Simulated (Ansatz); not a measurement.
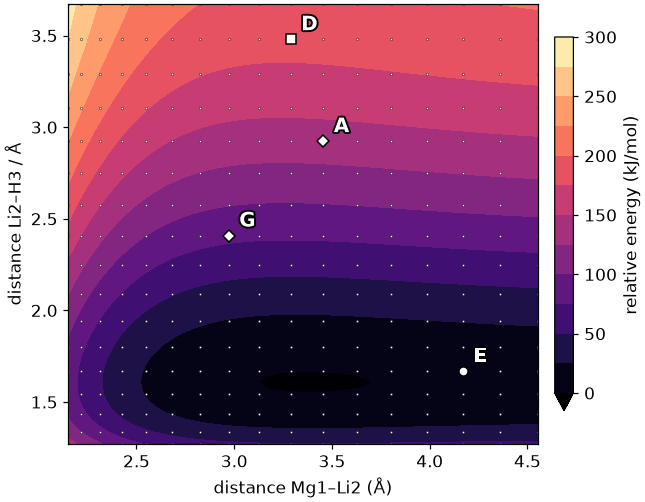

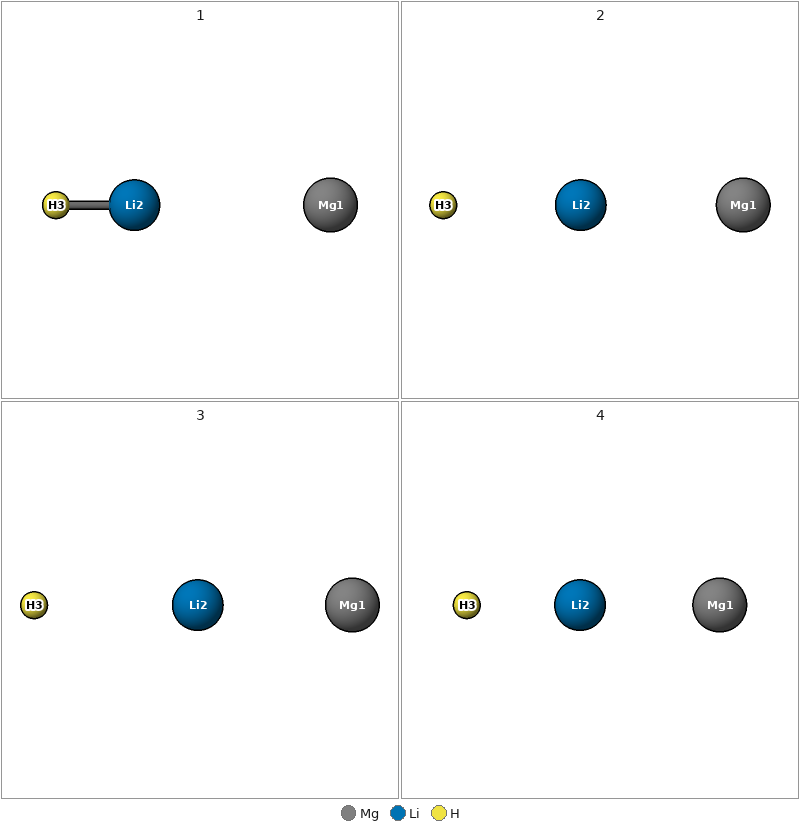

The system Mg + LiH. Coordinates scanned: (1) distance Mg1–Li2; (2) distance Li2–H3. Nothing is relaxed (the angle Mg1–Li2–H3 is fixed at 180 degrees). The grid has 17 × 17 points. Energies are in kJ/mol, from the lowest grid point. The restricted reference is unstable at some or all points, so the energies there are unreliable. Theory: RHF-CCSD(T), frozen core/def2-TZVPD (Ansatz).

Drawn: filled contours, dots at the grid points, lettered points. Between grid points the surface is interpolated. The numbered pictures are the structures at these points, in random order.

Which structure belongs to which point?

A is structure 2: distance Mg1–Li2 = 3.455 Å, distance Li2–H3 = 2.923 Å, 138 kJ/mol; D is structure 3: distance Mg1–Li2 = 3.288 Å, distance Li2–H3 = 3.479 Å, 183 kJ/mol; E is structure 1: distance Mg1–Li2 = 4.170 Å, distance Li2–H3 = 1.668 Å, 3.9 kJ/mol; G is structure 4: distance Mg1–Li2 = 2.971 Å, distance Li2–H3 = 2.408 Å, 80 kJ/mol.
